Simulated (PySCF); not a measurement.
Geometry relaxation of BSi2H4Cl

BSi2H4Cl, computed with PBE0-D3(BJ)/def2-SVP geometry optimisation, gas phase (PySCF 2.14.0).

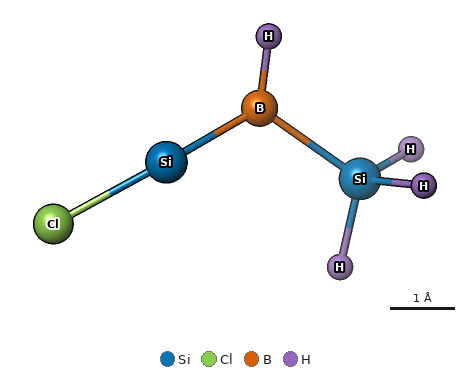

*The input geometry (ball-and-stick view, seen at a tilt).*

### Results in brief

| quantity | value |
| --- | --- |
| outcome | converged |
| total energy | −1065.625183 hartree |
| dipole moment | 1.57 D |
| point group | C1 |
| hardware | 1 CPU thread, shared host |
| wall time | 70 s |
| peak memory | 0.45 GiB |

### Input file
```
{"job": {"xc": "PBE0", "basis": "def2-SVP", "d3": "d3bj", "grid": 2, "kind": "geom", "shake": 0.01}, "charge": 0, "multiplicity": 1}
Si     0.671354    -1.082622    -1.585029
Cl     1.214420    -0.923666    -3.539445
B     -0.429448    -0.862689    -0.125943
Si    -0.179077     0.774853     0.956484
H     -0.845209    -1.833689     0.386149
H      0.722163     0.675342     2.097320
H      0.319932     1.928132     0.196040
H     -1.428059     1.295787     1.586524
```

The first line tells a small driver script what to run in PySCF; the rest is the geometry in Å.

Run as:
```bash
OMP_NUM_THREADS=1 python <driver script> task.json out
```

### Output
```
step   0  E = -1065.59183204  max force = 0.016821
step   1  E = -1065.60016517  max force = 0.013322
step   2  E = -1065.60373475  max force = 0.010369
step   3  E = -1065.60760494  max force = 0.005980
step   4  E = -1065.60977870  max force = 0.005608
step   5  E = -1065.61121016  max force = 0.004008
step   6  E = -1065.61259868  max force = 0.002995
step   7  E = -1065.61402465  max force = 0.007789
step   8  E = -1065.61555465  max force = 0.006537
step   9  E = -1065.61970902  max force = 0.009593
step  10  E = -1065.62015101  max force = 0.021210
step  11  E = -1065.62345296  max force = 0.010011
step  12  E = -1065.62192814  max force = 0.008705
step  13  E = -1065.62397604  max force = 0.003931
step  14  E = -1065.62440284  max force = 0.005566
step  15  E = -1065.62478388  max force = 0.003329
step  16  E = -1065.62491326  max force = 0.001832
step  17  E = -1065.62507451  max force = 0.002560
step  18  E = -1065.62512037  max force = 0.001405
step  19  E = -1065.62516015  max force = 0.000900
step  20  E = -1065.62517307  max force = 0.000553
step  21  E = -1065.62517767  max force = 0.000489
step  22  E = -1065.62518318  max force = 0.000353
optimisation converged
```

### Trajectory as extended XYZ (Å, eV, eV/Å), 23 frames, from step=0 to step=22
```
8
Properties=species:S:1:pos:R:3:forces:R:3 step=0 energy=-28996.23068
Si    0.6714   -1.0826   -1.5850    0.4908  -0.1229   0.5866
Cl    1.2144   -0.9237   -3.5394   -0.3123   0.1139  -0.0962
B    -0.4294   -0.8627   -0.1259   -0.2782   0.5192  -0.7100
Si   -0.1791    0.7749    0.9565   -0.1523   0.5400  -0.0122
H    -0.8452   -1.8337    0.3861   -0.2299  -0.8650   0.2565
H     0.7222    0.6753    2.0973    0.5904  -0.3176   0.5739
H     0.3199    1.9281    0.1960    0.2636   0.3843  -0.4634
H    -1.4281    1.2958    1.5865   -0.3721  -0.2519  -0.1352
8
Properties=species:S:1:pos:R:3:forces:R:3 step=1 energy=-28996.45744
Si    0.7582   -1.0969   -1.4857    0.6851  -0.1824   0.1992
Cl    1.1011   -0.7665   -3.4700   -0.2735   0.1180  -0.1015
B    -0.4405   -0.9033   -0.1004   -0.6298   0.1225  -0.2876
Si   -0.1608    0.7828    0.9273    0.0711   0.3550   0.1542
H    -0.8833   -1.8918    0.4123   -0.0073  -0.2242   0.1290
H     0.7373    0.6565    2.1002    0.1964  -0.1229   0.2128
H     0.3908    1.8979    0.1100    0.1156   0.0861  -0.2029
H    -1.4567    1.2927    1.4784   -0.1575  -0.1522  -0.1030
8
Properties=species:S:1:pos:R:3:forces:R:3 step=2 energy=-28996.55457
Si    0.7921   -1.0280   -1.3702    0.5332  -0.2402   0.1272
Cl    1.0775   -0.5970   -3.3468   -0.2071   0.1570  -0.1547
B    -0.5299   -0.9595   -0.0764   -0.3910  -0.1276  -0.2288
Si   -0.1435    0.7651    0.8757    0.0524   0.2077   0.3067
H    -0.9274   -1.9632    0.4652    0.0256   0.0842   0.1039
H     0.7893    0.6353    2.0417   -0.0190   0.0028  -0.0257
H     0.4270    1.8187   -0.0283    0.0446  -0.0547  -0.0607
H    -1.4390    1.3000    1.4113   -0.0387  -0.0292  -0.0678
8
Properties=species:S:1:pos:R:3:forces:R:3 step=3 energy=-28996.65988
Si    0.8936   -0.9887   -1.2427    0.1807  -0.1539   0.0167
Cl    0.8941   -0.3305   -3.1887   -0.0845   0.1471  -0.1535
B    -0.5583   -1.0446   -0.0510    0.1146  -0.3017   0.0075
Si   -0.1124    0.7417    0.8297   -0.0169  -0.1049   0.1719
H    -0.9454   -2.0320    0.5398   -0.0654   0.3075   0.0454
H     0.7603    0.6499    2.0586   -0.1808   0.0989  -0.2105
H     0.5645    1.6557   -0.1686   -0.0475  -0.0832   0.1346
H    -1.4504    1.3200    1.1949    0.0997   0.0900  -0.0121
8
Properties=species:S:1:pos:R:3:forces:R:3 step=4 energy=-28996.71903
Si    0.9778   -1.0643   -1.2700    0.1339   0.0106  -0.0192
Cl    0.6687   -0.1761   -3.1103   -0.0419   0.0609  -0.1352
B    -0.4636   -1.0955   -0.0303    0.0904  -0.1762   0.2729
Si   -0.0922    0.7384    0.8299    0.0756  -0.2884  -0.1532
H    -0.9225   -2.0412    0.5763   -0.0718   0.2761  -0.0160
H     0.6339    0.7157    2.1510   -0.1545   0.0516  -0.2089
H     0.7113    1.5708   -0.1489   -0.1288  -0.0275   0.2273
H    -1.4672    1.3236    0.9745    0.0970   0.0930   0.0323
8
Properties=species:S:1:pos:R:3:forces:R:3 step=5 energy=-28996.75799
Si    1.0407   -1.0889   -1.3046    0.1038   0.0032  -0.0274
Cl    0.5288   -0.1471   -3.0844   -0.0476   0.0215  -0.0661
B    -0.3837   -1.1204   -0.0165    0.0851  -0.0188   0.1514
Si   -0.0847    0.7269    0.8211   -0.0089  -0.2061  -0.1599
H    -0.9008   -2.0212    0.5977   -0.0779   0.0997   0.0062
H     0.5212    0.7390    2.1865   -0.0252  -0.0038   0.0117
H     0.7841    1.5620   -0.0770   -0.0354   0.0399   0.0616
H    -1.4595    1.3211    0.8493    0.0062   0.0645   0.0226
8
Properties=species:S:1:pos:R:3:forces:R:3 step=6 energy=-28996.79577
Si    1.1540   -1.1236   -1.3881    0.1267  -0.0742  -0.0193
Cl    0.2755   -0.1533   -3.0242   -0.0774  -0.0081   0.0169
B    -0.2265   -1.1402   -0.0065    0.0160   0.1540   0.0232
Si   -0.0706    0.7159    0.8127   -0.0550   0.0385  -0.0892
H    -0.8507   -1.9664    0.6029   -0.0603  -0.1105  -0.0140
H     0.3239    0.7443    2.2476    0.0162  -0.0497   0.1294
H     0.8831    1.5963    0.0722    0.0551   0.0515  -0.0489
H    -1.4425    1.2984    0.6557   -0.0213  -0.0016   0.0018
8
Properties=species:S:1:pos:R:3:forces:R:3 step=7 energy=-28996.83457
Si    1.3278   -1.1265   -1.5307   -0.1018  -0.2324   0.4005
Cl   -0.1778   -0.1295   -2.6529   -0.1892   0.0017  -0.0372
B     0.0134   -1.1786   -0.0086    0.3709   0.3481  -0.2641
Si   -0.0283    0.6928    0.7591   -0.1709   0.2795  -0.0154
H    -0.7694   -1.8774    0.5728   -0.0920  -0.3616  -0.1877
H     0.0313    0.7128    2.2446    0.0174  -0.0757   0.1892
H     1.0050    1.6420    0.2653    0.1855   0.0591  -0.1080
H    -1.3558    1.2358    0.3226   -0.0198  -0.0187   0.0226
8
Properties=species:S:1:pos:R:3:forces:R:3 step=8 energy=-28996.87621
Si    1.3681   -1.1117   -1.5561   -0.0151  -0.1971   0.2410
Cl   -0.2142   -0.2921   -2.7245   -0.1434   0.0164   0.0689
B     0.0610   -1.1256   -0.0418    0.2224   0.3362  -0.0985
Si   -0.0444    0.7211    0.7900   -0.1588   0.2320  -0.0745
H    -0.7184   -1.8626    0.5017   -0.0425  -0.3070  -0.1946
H    -0.0022    0.6687    2.2790    0.0257  -0.0833   0.1200
H     0.9765    1.7161    0.3516    0.1289   0.0147  -0.0809
H    -1.3802    1.2577    0.3724   -0.0172  -0.0118   0.0185
8
Properties=species:S:1:pos:R:3:forces:R:3 step=9 energy=-28996.98925
Si    1.5025   -1.0153   -1.7426    0.1104  -0.1856   0.2678
Cl   -0.5538   -0.6904   -2.3487   -0.0772   0.1862  -0.0147
B     0.2912   -0.9744   -0.1804   -0.4933   0.3249  -0.1993
Si   -0.0671    0.7858    0.7972   -0.0041  -0.0696  -0.0133
H    -0.5057   -1.8081    0.1988    0.4011  -0.2069   0.0414
H    -0.1244    0.4734    2.2670    0.0735   0.0511  -0.0737
H     0.9177    1.9041    0.5942   -0.0253  -0.1116  -0.0211
H    -1.4143    1.2963    0.3867    0.0148   0.0115   0.0129
8
Properties=species:S:1:pos:R:3:forces:R:3 step=10 energy=-28997.00128
Si    1.4281   -1.2105   -1.5469    1.0907  -0.1571  -0.6847
Cl   -0.3831   -0.4523   -2.4516   -0.2582  -0.0383   0.1776
B     0.1193   -0.9804   -0.1779   -0.7539   0.4119   0.8165
Si   -0.1120    0.8243    0.7949    0.2552  -0.5651  -0.0882
H    -0.5282   -1.9595    0.1611   -0.1026   0.3013  -0.1150
H     0.0541    0.5310    2.2718   -0.0239   0.1727  -0.2552
H     0.9447    1.8302    0.3777   -0.2954  -0.1744   0.1043
H    -1.4767    1.3887    0.5431    0.0881   0.0490   0.0448
8
Properties=species:S:1:pos:R:3:forces:R:3 step=11 energy=-28997.09113
Si    1.4868   -1.1550   -1.6382    0.5148  -0.0886  -0.0479
Cl   -0.5070   -0.5129   -2.2405   -0.2923   0.0549  -0.2379
B     0.1688   -0.9573   -0.2233   -0.4637   0.2837   0.2695
Si   -0.1060    0.8051    0.7787    0.3037  -0.4835   0.0419
H    -0.4907   -1.9195    0.1192    0.0837   0.0725   0.0232
H     0.0196    0.5008    2.2483   -0.0151   0.1498  -0.0958
H     0.9353    1.8345    0.4253   -0.1422  -0.0250   0.0275
H    -1.4607    1.3757    0.5028    0.0111   0.0362   0.0196
8
Properties=species:S:1:pos:R:3:forces:R:3 step=12 energy=-28997.04964
Si    1.5176   -1.0661   -1.6287   -0.2577  -0.0988   0.4410
Cl   -0.4404   -0.5415   -2.4289   -0.0938   0.0482   0.1954
B     0.1351   -0.9825   -0.1791    0.4476  -0.0536  -0.4182
Si   -0.0868    0.7527    0.8017   -0.2363   0.2574  -0.1901
H    -0.5729   -1.8722    0.2153   -0.0266  -0.2317  -0.1643
H     0.0056    0.5608    2.2746    0.0373  -0.1210   0.1582
H     0.9157    1.7872    0.4348    0.1937   0.1664  -0.0709
H    -1.4277    1.3330    0.4826   -0.0641   0.0331   0.0490
8
Properties=species:S:1:pos:R:3:forces:R:3 step=13 energy=-28997.10536
Si    1.5132   -1.0852   -1.6230    0.0586  -0.0761   0.2021
Cl   -0.4818   -0.5365   -2.3286   -0.1161   0.0462   0.0715
B     0.1461   -0.9736   -0.2022    0.0117   0.0373  -0.1903
Si   -0.0930    0.7693    0.7895   -0.0579   0.0418  -0.0771
H    -0.5378   -1.9047    0.1539    0.0470  -0.0734  -0.0547
H     0.0146    0.5385    2.2636    0.0310  -0.0251   0.0335
H     0.9231    1.8068    0.4240    0.0416   0.0375  -0.0208
H    -1.4382    1.3568    0.4950   -0.0160   0.0119   0.0357
8
Properties=species:S:1:pos:R:3:forces:R:3 step=14 energy=-28997.11698
Si    1.5248   -1.1009   -1.5890    0.2363  -0.0386   0.0561
Cl   -0.5022   -0.5140   -2.2154   -0.1906   0.0644  -0.2862
B     0.1141   -0.9575   -0.2429   -0.1587   0.0387   0.0907
Si   -0.1075    0.7751    0.7760    0.1162  -0.1329   0.0535
H    -0.5151   -1.9397    0.0806    0.0309   0.0017   0.0748
H     0.0705    0.5240    2.2430    0.0074   0.0406  -0.0006
H     0.9161    1.7971    0.3710   -0.0305   0.0265  -0.0001
H    -1.4546    1.3873    0.5489   -0.0110  -0.0004   0.0117
8
Properties=species:S:1:pos:R:3:forces:R:3 step=15 energy=-28997.12735
Si    1.5269   -1.1090   -1.5583    0.1712  -0.0238   0.0182
Cl   -0.4620   -0.5114   -2.2902   -0.0943   0.0150   0.0000
B     0.0941   -0.9600   -0.2315   -0.0573   0.0104  -0.0124
Si   -0.1110    0.7752    0.7825    0.0315  -0.0486  -0.0259
H    -0.5387   -1.9414    0.0874   -0.0340   0.0297   0.0052
H     0.0925    0.5332    2.2474    0.0111   0.0044  -0.0058
H     0.9056    1.7955    0.3562   -0.0253   0.0129   0.0016
H    -1.4613    1.3894    0.5787   -0.0029   0.0000   0.0192
8
Properties=species:S:1:pos:R:3:forces:R:3 step=16 energy=-28997.13087
Si    1.5399   -1.1067   -1.5393    0.0942  -0.0117   0.0305
Cl   -0.4501   -0.5143   -2.2922   -0.0579   0.0159   0.0062
B     0.0791   -0.9574   -0.2395   -0.0010  -0.0264  -0.0431
Si   -0.1131    0.7722    0.7811    0.0052  -0.0001  -0.0204
H    -0.5535   -1.9403    0.0737   -0.0355   0.0280   0.0131
H     0.1195    0.5310    2.2412    0.0143  -0.0085   0.0029
H     0.8912    1.7980    0.3391   -0.0150   0.0084  -0.0029
H    -1.4669    1.3889    0.6081   -0.0042  -0.0057   0.0138
8
Properties=species:S:1:pos:R:3:forces:R:3 step=17 energy=-28997.13526
Si    1.5700   -1.1130   -1.4771   -0.0682   0.0197   0.0429
Cl   -0.4076   -0.4961   -2.2912    0.0009  -0.0160  -0.0090
B     0.0346   -0.9575   -0.2607    0.1317  -0.0520  -0.0468
Si   -0.1169    0.7646    0.7714   -0.0268   0.0575   0.0256
H    -0.6083   -1.9341    0.0492   -0.0478   0.0287  -0.0098
H     0.2046    0.5228    2.2145    0.0128  -0.0160   0.0063
H     0.8497    1.8043    0.2787    0.0015  -0.0081  -0.0102
H    -1.4801    1.3805    0.6874   -0.0040  -0.0138   0.0010
8
Properties=species:S:1:pos:R:3:forces:R:3 step=18 energy=-28997.13650
Si    1.5771   -1.1123   -1.4703   -0.0693   0.0118   0.0130
Cl   -0.4005   -0.5103   -2.3017    0.0347   0.0075   0.0091
B     0.0369   -0.9527   -0.2646    0.0723  -0.0591  -0.0423
Si   -0.1178    0.7659    0.7735   -0.0321   0.0593   0.0100
H    -0.6202   -1.9213    0.0398   -0.0200   0.0114   0.0147
H     0.2198    0.5161    2.2120    0.0105  -0.0152   0.0009
H     0.8371    1.8139    0.2772    0.0059  -0.0024  -0.0078
H    -1.4862    1.3722    0.7063   -0.0020  -0.0133   0.0024
8
Properties=species:S:1:pos:R:3:forces:R:3 step=19 energy=-28997.13759
Si    1.5777   -1.1268   -1.4639   -0.0463   0.0085  -0.0115
Cl   -0.3866   -0.5029   -2.3104    0.0406  -0.0028   0.0241
B     0.0377   -0.9535   -0.2650    0.0172  -0.0167  -0.0094
Si   -0.1168    0.7677    0.7731   -0.0084   0.0235   0.0003
H    -0.6400   -1.9073    0.0415   -0.0071   0.0002  -0.0009
H     0.2390    0.5117    2.2066    0.0039  -0.0033  -0.0026
H     0.8266    1.8218    0.2683    0.0013  -0.0013  -0.0029
H    -1.4914    1.3607    0.7220   -0.0013  -0.0080   0.0030
8
Properties=species:S:1:pos:R:3:forces:R:3 step=20 energy=-28997.13794
Si    1.5764   -1.1415   -1.4575   -0.0150   0.0039  -0.0247
Cl   -0.3743   -0.4929   -2.3134    0.0285  -0.0083   0.0161
B     0.0354   -0.9539   -0.2659   -0.0155   0.0107   0.0208
Si   -0.1154    0.7688    0.7727    0.0057  -0.0055  -0.0033
H    -0.6568   -1.8979    0.0392   -0.0009  -0.0033  -0.0102
H     0.2580    0.5104    2.2014    0.0001   0.0040  -0.0007
H     0.8176    1.8270    0.2579   -0.0012   0.0002  -0.0006
H    -1.4946    1.3514    0.7376   -0.0016  -0.0016   0.0027
8
Properties=species:S:1:pos:R:3:forces:R:3 step=21 energy=-28997.13806
Si    1.5743   -1.1503   -1.4566   -0.0004   0.0004  -0.0216
Cl   -0.3686   -0.4877   -2.3146    0.0155  -0.0067   0.0087
B     0.0340   -0.9535   -0.2658   -0.0183   0.0148   0.0252
Si   -0.1143    0.7691    0.7735    0.0054  -0.0101  -0.0038
H    -0.6642   -1.8942    0.0361    0.0000  -0.0037  -0.0109
H     0.2667    0.5116    2.2003   -0.0003   0.0038   0.0004
H     0.8137    1.8290    0.2535   -0.0011   0.0006  -0.0004
H    -1.4954    1.3476    0.7458   -0.0008   0.0008   0.0024
8
Properties=species:S:1:pos:R:3:forces:R:3 step=22 energy=-28997.13821
Si    1.5700   -1.1661   -1.4565    0.0145  -0.0042  -0.0084
Cl   -0.3597   -0.4800   -2.3172   -0.0055  -0.0003  -0.0030
B     0.0311   -0.9517   -0.2656   -0.0105   0.0098   0.0181
Si   -0.1126    0.7694    0.7757    0.0004  -0.0061  -0.0022
H    -0.6752   -1.8892    0.0278    0.0004  -0.0021  -0.0065
H     0.2815    0.5142    2.1994   -0.0001   0.0007   0.0007
H     0.8072    1.8320    0.2470   -0.0003   0.0001  -0.0003
H    -1.4961    1.3428    0.7615    0.0010   0.0022   0.0015
```

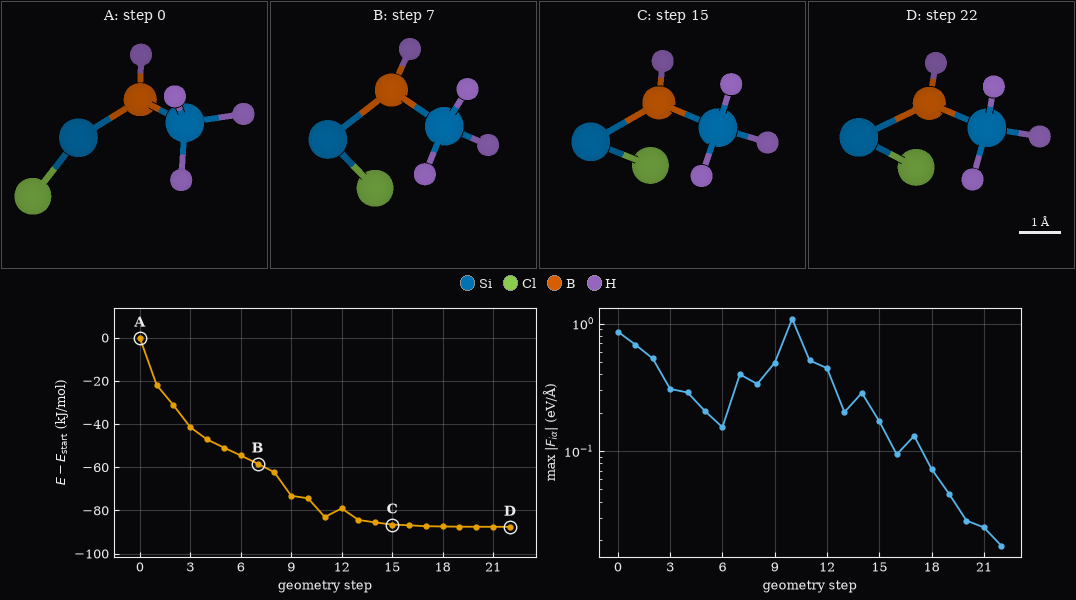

*Frames of the relaxation (ball-and-stick view, seen at a tilt) above the curves, on which the letters mark them (steps are counted from 0).*

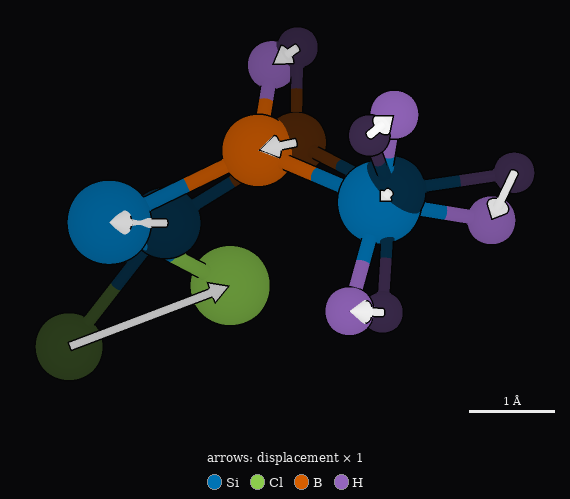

*Start (faint) and end (solid) with the displacements as white arrows, at true length (ball-and-stick view, seen at a tilt). The two geometries are laid on each other by the best rigid fit.*

After 22 geometry steps the energy has fallen by 87.6 kJ/mol. The largest force component goes from 0.86 to 0.018 eV/Å. The largest move after the best rigid fit is that of Cl2, 2.04 Å. By element the largest moves are Cl 2.04 Å, Si 0.92 Å, H 0.84 Å, B 0.49 Å. Distances before and after: Si1–Cl2 2.035 → 2.222 Å, Si1–B3 1.841 → 1.958 Å, Si4–H6 1.457 → 1.499 Å, B3–Si4 1.979 → 2.017 Å. Among the angles that change: Cl2–Si1–B3 155.7° → 61.2°, B3–Si4–H6 116.7° → 109.0°, H6–Si4–H8 102.2° → 108.5°. (Atoms are counted from 1 in the order of the input.)
